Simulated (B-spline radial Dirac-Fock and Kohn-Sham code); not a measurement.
Er²⁺, configuration [Xe] 4f12, inside a Watson sphere of charge −2 and radius 2.2 Å that stands in for a crystal. Method: independent-particle rates on relativistic LDA orbitals of the hole state (multipoles to L = 3), energies from Dirac–Fock ΔSCF (computed with a B-spline radial atomic code). Widths ruled by Coster–Kronig decay come out up to twice the measured ones in this model.

Before looking at the plot, say what to expect. Its caption: X-ray emission lines that fill an N2 (4p1/2) hole, broadened by a Gaussian of 17 eV full width. Multiplet splitting by the open shell is left out.

The strongest line is N2-N4 at 186.2 eV with 85.8 % of the photons, then N2-O1 at 310.9 eV (14 %), N2-N6 at 364.4 eV (0.095 %). The hole has a width of 11.5 eV and a fluorescence yield of 8.62 × 10⁻⁵.

Here it is:

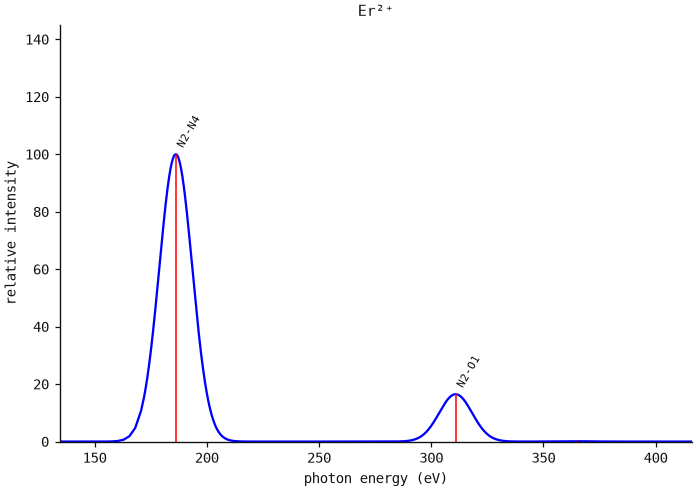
